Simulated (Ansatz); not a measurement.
Ca₂SeO (space group P4/mmm, No. 123). Coordinates: the end point of a relaxation with Ansatz, DFT, r2SCAN, plane waves, PAW; the starting structure was generated, so it need not be a known form of this composition.

```cif
data_structure
_symmetry_space_group_name_H-M 'P4/mmm'
_symmetry_Int_Tables_number 123
_cell_length_a 3.8829
_cell_length_b 3.8829
_cell_length_c 5.4945
_cell_angle_alpha 90.000
_cell_angle_beta 90.000
_cell_angle_gamma 90.000
_cell_volume 82.84
loop_
_atom_site_label
_atom_site_type_symbol
_atom_site_symmetry_multiplicity
_atom_site_Wyckoff_symbol
_atom_site_fract_x
_atom_site_fract_y
_atom_site_fract_z
_atom_site_occupancy
O1 O 1 a 0.00000 0.00000 0.00000 1
Ca1 Ca 1 b 0.00000 0.00000 0.50000 1
Se1 Se 1 d 0.50000 0.50000 0.50000 1
Ca2 Ca 1 c 0.50000 0.50000 0.00000 1
```

Describe how the polyhedra about Ca are linked (bonds: Ca–O below 3.1 Å and Ca–Se below 3.1 Å).

Ca(1b): CaO2Se4 octahedron, sharing corners with six neighbours and edges with twelve neighbours; Ca(1c): CaO4Se2 octahedron, sharing edges with twelve neighbours and corners with six neighbours.

They form a three-dimensional framework of corner- and edge-sharing octahedra.

Centre to centre across a shared corner: 5.49 Å; across a shared edge: 3.88 Å.

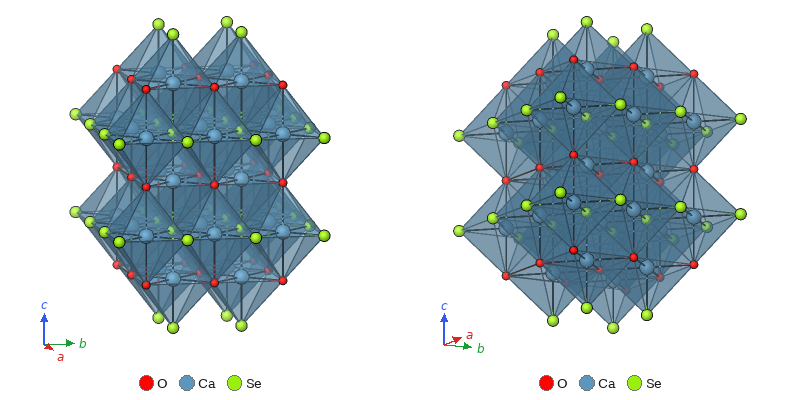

Polyhedra are drawn about Ca (bonds: Ca–O below 3.1 Å and Ca–Se below 3.1 Å); other atoms are plain spheres. Two views of the same piece.
